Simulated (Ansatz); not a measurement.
# Geometry relaxation of CH4Al2 (part 2 of 2)

CH4Al2; RKS PBE-D4/def2-SVP (Ansatz 0.2.0). The geometry: force-field start.

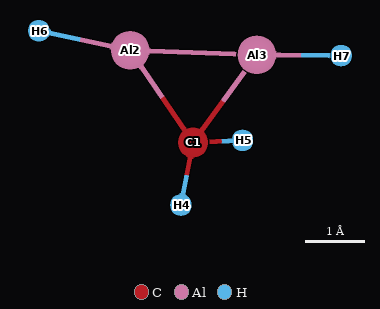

The geometry at step 18 of the log (ball-and-stick view, seen at a tilt; atoms are numbered from 1 in the order of the input).

**Trajectory as extended XYZ, continued**
```
7
Properties=species:S:1:pos:R:3:forces:R:3 step=8 energy=-14279.88685
C    -0.5473    0.0220   -0.5187   -0.1351  -0.0246  -0.1124
Al    0.0805    0.9066    1.1499    0.0705  -0.0142   0.0171
Al    1.1351   -0.9614   -0.0532   -0.0170   0.0650   0.0345
H    -1.5922   -0.3743   -0.4506    0.0840   0.0827  -0.0319
H    -0.4492    0.4730   -1.5420    0.0078  -0.0967   0.1218
H    -0.6258    1.8657    2.2380    0.0019  -0.0390  -0.0294
H     2.0602   -1.9995   -0.8692   -0.0121   0.0267   0.0002
7
Properties=species:S:1:pos:R:3:forces:R:3 step=9 energy=-14279.87730 accepted=F
C    -0.5601    0.0161   -0.5034   -0.3965   0.0979  -0.5906
Al    0.1326    0.9595    1.1188   -0.0245  -0.1030   0.0484
Al    1.1173   -0.9798   -0.0040    0.0522   0.1292  -0.0329
H    -1.6639   -0.2334   -0.3993    0.6320   0.1911  -0.2128
H    -0.3638    0.3028   -1.6018   -0.2339  -0.2906   0.8893
H    -0.6671    1.7900    2.2649    0.0829  -0.0922  -0.1697
H     2.0662   -1.9231   -0.9208   -0.1121   0.0675   0.0683
7
Properties=species:S:1:pos:R:3:forces:R:3 step=10 energy=-14279.89766
C    -0.5590    0.0216   -0.5075   -0.0749  -0.0282  -0.0885
Al    0.1103    0.9276    1.1441   -0.0250  -0.0223  -0.0809
Al    1.1279   -0.9606   -0.0274   -0.0211   0.0569  -0.0411
H    -1.6242   -0.3187   -0.4424    0.1376   0.1332  -0.0431
H    -0.4037    0.3867   -1.5626   -0.0164  -0.1238   0.2517
H    -0.6409    1.8333    2.2458    0.0119  -0.0416  -0.0171
H     2.0508   -1.9577   -0.8959   -0.0120   0.0257   0.0189
7
Properties=species:S:1:pos:R:3:forces:R:3 step=11 energy=-14279.90865
C    -0.5740    0.0138   -0.4966   -0.1566   0.0472  -0.1648
Al    0.1311    0.9497    1.1227   -0.0030  -0.0509  -0.0533
Al    1.1200   -0.9567   -0.0182    0.0368   0.0690   0.0136
H    -1.6640   -0.2405   -0.4347    0.2294   0.0890  -0.0941
H    -0.3655    0.2969   -1.5725   -0.0654  -0.1313   0.3599
H    -0.6469    1.7895    2.2581    0.0098  -0.0388  -0.0532
H     2.0605   -1.9206   -0.9046   -0.0512   0.0157  -0.0082
7
Properties=species:S:1:pos:R:3:forces:R:3 step=12 energy=-14279.91170
C    -0.5749    0.0048   -0.4588   -0.2599   0.1569  -0.3905
Al    0.1699    0.9860    1.1122   -0.1685  -0.0445  -0.0368
Al    1.1370   -0.9351    0.0138    0.0592  -0.0140  -0.1021
H    -1.6889   -0.1616   -0.4318    0.4770   0.0698  -0.1171
H    -0.2888    0.1701   -1.5554   -0.1852  -0.1527   0.6570
H    -0.6974    1.7452    2.2461    0.1114  -0.0538  -0.0773
H     2.0044   -1.8773   -0.9719   -0.0339   0.0383   0.0668
7
Properties=species:S:1:pos:R:3:forces:R:3 step=13 energy=-14279.92345
C    -0.5897    0.0177   -0.4645   -0.2737  -0.0156  -0.2205
Al    0.1424    0.9845    1.1141    0.0101  -0.0581  -0.0903
Al    1.1240   -0.9222    0.0051    0.1137   0.0357   0.0255
H    -1.6949   -0.1662   -0.4779    0.2770   0.0644  -0.0589
H    -0.2838    0.1259   -1.5535   -0.0784   0.0192   0.4298
H    -0.6502    1.7545    2.2890    0.0143  -0.0571  -0.1013
H     2.0135   -1.8620   -0.9581   -0.0630   0.0115   0.0158
7
Properties=species:S:1:pos:R:3:forces:R:3 step=14 energy=-14279.92309 accepted=F
C    -0.6401    0.0104   -0.3964    0.3118   0.0904   0.2859
Al    0.1440    1.0416    1.0715   -0.2986   0.0655  -0.1503
Al    1.2331   -0.7774   -0.0582   -0.2274  -0.3862  -0.2300
H    -1.7178   -0.2031   -0.5523    0.0523  -0.0907  -0.0030
H    -0.1952    0.1221   -1.4252    0.0682   0.0132  -0.1444
H    -0.6705    1.6992    2.2836    0.1344   0.0158   0.0840
H     1.9077   -1.9607   -0.9687   -0.0407   0.2920   0.1579
7
Properties=species:S:1:pos:R:3:forces:R:3 step=15 energy=-14279.94945
C    -0.6212    0.0073   -0.4277   -0.1512  -0.0554  -0.0056
Al    0.1293    1.0098    1.0823   -0.0078   0.0454   0.0045
Al    1.1544   -0.8753   -0.0121    0.0136   0.0152  -0.0540
H    -1.7087   -0.2075   -0.5358    0.1146   0.0129  -0.0306
H    -0.2316    0.1427   -1.4780    0.0346   0.0008   0.0730
H    -0.6289    1.7407    2.2896    0.0046   0.0055   0.0154
H     1.9680   -1.8856   -0.9640   -0.0084  -0.0244  -0.0027
7
Properties=species:S:1:pos:R:3:forces:R:3 step=16 energy=-14279.95989
C    -0.6552   -0.0063   -0.3929   -0.0930  -0.0656   0.0069
Al    0.1065    1.0457    1.0580   -0.0597   0.0336   0.0406
Al    1.1817   -0.8182   -0.0444   -0.0599  -0.0715  -0.0899
H    -1.7208   -0.2543   -0.6066    0.1744  -0.0027   0.0255
H    -0.1677    0.1436   -1.4037    0.0107   0.0401  -0.0471
H    -0.6033    1.7387    2.3168    0.0408   0.0183   0.0071
H     1.9200   -1.9171   -0.9730   -0.0133   0.0478   0.0569
7
Properties=species:S:1:pos:R:3:forces:R:3 step=17 energy=-14279.96575
C    -0.6585   -0.0131   -0.3955   -0.1011  -0.0855   0.0220
Al    0.0917    1.0405    1.0619   -0.0328   0.0472   0.0059
Al    1.1784   -0.8131   -0.0592   -0.0384  -0.0703  -0.0805
H    -1.7099   -0.3010   -0.6225    0.1276   0.0271   0.0206
H    -0.1699    0.1954   -1.3967    0.0200   0.0408  -0.0261
H    -0.5841    1.7582    2.3247    0.0162   0.0105   0.0168
H     1.9135   -1.9348   -0.9584    0.0085   0.0301   0.0412
7
Properties=species:S:1:pos:R:3:forces:R:3 step=18 energy=-14279.96917
C    -0.6852   -0.0470   -0.3891    0.0222  -0.0319  -0.4860
Al    0.0518    1.0343    1.0525    0.1023   0.0396   0.0824
Al    1.1633   -0.8094   -0.1225    0.0246   0.0176  -0.0253
H    -1.7000   -0.4086   -0.6746    0.1337   0.0916   0.0216
H    -0.1813    0.3555   -1.3516   -0.2197  -0.1416   0.4155
H    -0.5244    1.8027    2.3422   -0.0238  -0.0104  -0.0417
H     1.9370   -1.9955   -0.9026   -0.0392   0.0350   0.0335
7
Properties=species:S:1:pos:R:3:forces:R:3 step=19 energy=-14279.97527
C    -0.6741   -0.0529   -0.3898   -0.0218   0.0326  -0.1590
Al    0.0730    1.0259    1.0592   -0.0174   0.0265   0.0295
Al    1.1681   -0.8174   -0.1173   -0.0409   0.0310  -0.0167
H    -1.6998   -0.3825   -0.6622    0.0584   0.0029   0.0269
H    -0.1943    0.3444   -1.3496   -0.0285  -0.0440   0.1488
H    -0.5475    1.8003    2.3237    0.0147  -0.0064  -0.0155
H     1.9358   -1.9857   -0.9100    0.0355  -0.0426  -0.0140
7
Properties=species:S:1:pos:R:3:forces:R:3 step=20 energy=-14279.97705
C    -0.6830   -0.0562   -0.3897   -0.0327  -0.0415  -0.0208
Al    0.0674    1.0230    1.0581    0.0060   0.0129   0.0005
Al    1.1643   -0.8122   -0.1351   -0.0125  -0.0030   0.0041
H    -1.7022   -0.3933   -0.6744    0.0446   0.0063   0.0160
H    -0.1938    0.3627   -1.3294   -0.0009   0.0276  -0.0004
H    -0.5363    1.8049    2.3236   -0.0032   0.0033   0.0029
H     1.9448   -1.9968   -0.8990   -0.0013  -0.0056  -0.0023
7
Properties=species:S:1:pos:R:3:forces:R:3 step=21 energy=-14279.97842
C    -0.6838   -0.0686   -0.3904    0.0574   0.0010  -0.0355
Al    0.0645    1.0169    1.0581   -0.0023  -0.0024  -0.0076
Al    1.1650   -0.8102   -0.1572    0.0194  -0.0406  -0.0383
H    -1.6914   -0.4276   -0.6824   -0.0038   0.0165  -0.0139
H    -0.2061    0.4265   -1.3029   -0.0461  -0.0236   0.0503
H    -0.5325    1.8188    2.3142   -0.0042   0.0125   0.0149
H     1.9454   -2.0237   -0.8852   -0.0203   0.0366   0.0301
7
Properties=species:S:1:pos:R:3:forces:R:3 step=22 energy=-14279.97911
C    -0.6854   -0.0806   -0.3939    0.0539   0.0375  -0.0604
Al    0.0598    1.0075    1.0580    0.0351  -0.0165  -0.0021
Al    1.1627   -0.8129   -0.1779    0.0331  -0.0048  -0.0034
H    -1.6893   -0.4411   -0.6928   -0.0360  -0.0058  -0.0202
H    -0.2238    0.4685   -1.2851   -0.0457  -0.0382   0.0744
H    -0.5213    1.8290    2.3110   -0.0146   0.0064  -0.0019
H     1.9584   -2.0382   -0.8652   -0.0258   0.0213   0.0136
7
Properties=species:S:1:pos:R:3:forces:R:3 step=23 energy=-14279.97967
C    -0.6841   -0.0878   -0.3928    0.0526   0.0320  -0.0580
Al    0.0634    0.9991    1.0612    0.0054   0.0012  -0.0041
Al    1.1681   -0.8103   -0.1919   -0.0033  -0.0132   0.0005
H    -1.6864   -0.4496   -0.6977   -0.0120  -0.0050  -0.0042
H    -0.2329    0.4935   -1.2685   -0.0345  -0.0298   0.0618
H    -0.5244    1.8367    2.3022    0.0015  -0.0029  -0.0037
H     1.9575   -2.0495   -0.8583   -0.0096   0.0177   0.0077
7
Properties=species:S:1:pos:R:3:forces:R:3 step=24 energy=-14279.98001
C    -0.6835   -0.0947   -0.3944    0.0188   0.0182  -0.0305
Al    0.0648    0.9925    1.0614   -0.0027   0.0019   0.0097
Al    1.1675   -0.8124   -0.2007    0.0007  -0.0042  -0.0046
H    -1.6844   -0.4577   -0.7040   -0.0002  -0.0015   0.0021
H    -0.2425    0.5175   -1.2522   -0.0161  -0.0158   0.0254
H    -0.5216    1.8427    2.2952    0.0022  -0.0019  -0.0059
H     1.9609   -2.0557   -0.8512   -0.0028   0.0033   0.0039
7
Properties=species:S:1:pos:R:3:forces:R:3 step=25 energy=-14279.98018
C    -0.6819   -0.1003   -0.3973    0.0010   0.0084  -0.0213
Al    0.0658    0.9837    1.0640    0.0025   0.0048   0.0043
Al    1.1684   -0.8125   -0.2135    0.0029   0.0017   0.0051
H    -1.6810   -0.4671   -0.7088    0.0041   0.0026   0.0010
H    -0.2546    0.5443   -1.2376   -0.0126  -0.0095   0.0175
H    -0.5192    1.8490    2.2882   -0.0003  -0.0030  -0.0042
H     1.9637   -2.0650   -0.8408    0.0023  -0.0051  -0.0025
7
Properties=species:S:1:pos:R:3:forces:R:3 step=26 energy=-14279.98027
C    -0.6795   -0.1081   -0.4011    0.0234   0.0262  -0.0330
Al    0.0698    0.9736    1.0656   -0.0018  -0.0074   0.0015
Al    1.1714   -0.8139   -0.2296   -0.0066   0.0064  -0.0058
H    -1.6767   -0.4784   -0.7144    0.0030   0.0017   0.0003
H    -0.2742    0.5837   -1.2157   -0.0159  -0.0322   0.0343
H    -0.5187    1.8553    2.2765    0.0008   0.0031  -0.0002
H     1.9690   -2.0802   -0.8272   -0.0029   0.0023   0.0029
7
Properties=species:S:1:pos:R:3:forces:R:3 step=27 energy=-14279.98031
C    -0.6786   -0.1098   -0.4013    0.0020   0.0223  -0.0291
Al    0.0694    0.9707    1.0673    0.0017   0.0023   0.0016
Al    1.1715   -0.8128   -0.2323    0.0035  -0.0004   0.0028
H    -1.6754   -0.4798   -0.7160    0.0019  -0.0007   0.0014
H    -0.2755    0.5866   -1.2124   -0.0116  -0.0193   0.0267
H    -0.5182    1.8579    2.2751    0.0003  -0.0015  -0.0022
H     1.9680   -2.0808   -0.8261    0.0023  -0.0026  -0.0014
```

This output came from the following input.

**The input**
```yaml
crystal:
  periodic: [false, false, false]
  atoms:
    - {symbol: C, position_ang: [-0.602700, -0.005900, -0.602300]}
    - {symbol: Al, position_ang: [-0.118900, 0.858400, 1.107100]}
    - {symbol: Al, position_ang: [0.997200, -0.937500, -0.246200]}
    - {symbol: H, position_ang: [-1.493900, -0.572600, -0.564900]}
    - {symbol: H, position_ang: [-0.596200, 0.715100, -1.504200]}
    - {symbol: H, position_ang: [-0.312200, 1.888200, 2.327000]}
    - {symbol: H, position_ang: [2.187900, -2.013600, -0.562300]}
basis:
  gaussian: {orbitals: def2-SVP}
hamiltonian: {xc: pbe, dispersion: d4}
relax: {f_tol: 0.03, max_steps: 200}
```

Command:
```bash
ansatz run in.yaml --threads 2 --pin off --events-out ev --progress --plain --max-ram 4352MiB
```

**Results in brief**

- outcome: converged
- total energy: −14279.9804 eV
- mean-field energy: −14279.8621 eV
- dispersion energy: −0.1183 eV
- SCF solution under orbital rotations: stable
- largest force (length of the vector) at the end: 0.037 eV/Å
- dipole moment: 0.38 D
- hardware: 2 threads of Arm Neoverse V1, 23 GiB of memory available, shared host
- wall time: 26 s (CPU time 49 s)
- peak memory: 0.12 GiB
